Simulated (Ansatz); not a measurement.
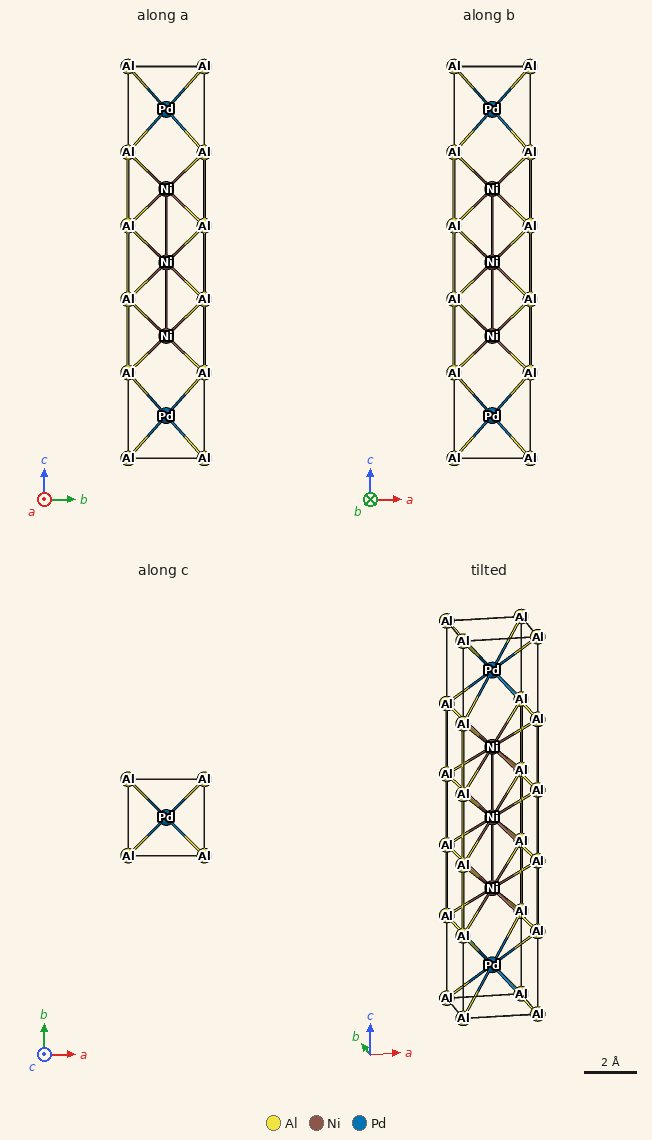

Crystal structure, ball-and-stick style, seen along the a axis, along the b axis, along the c axis and slightly off an axis. The edges of the conventional unit cell are marked.

Lattice parameters: a = 2.944 Å, b = 2.944 Å, c = 15.111 Å, α = 90.00°, β = 90.00°, γ = 90.00°. Put a along x and b in the xy plane.

Turn the picture into a POSCAR file, with free fractional coordinates to two decimals.

```
Al Ni Pd
1.0
     2.944    0.000    0.000
     0.000    2.944    0.000
     0.000    0.000   15.111
Al Ni Pd
5 3 2
Direct
  0.00 0.00 0.78
  0.00 0.00 0.00
  0.00 0.00 0.22
  0.00 0.00 0.41
  0.00 0.00 0.59
  0.50 0.50 0.69
  0.50 0.50 0.31
  0.50 0.50 0.50
  0.50 0.50 0.89
  0.50 0.50 0.11
```

Origin of the cell: a structure type filled with these elements by a generator (whether the compound takes this form wasn't checked). Earlier steps of the study, as a rule a relaxation of our own, may have changed the cell and positions, so they can lie some per cent off the listed ones. It went into a calculation with Ansatz.
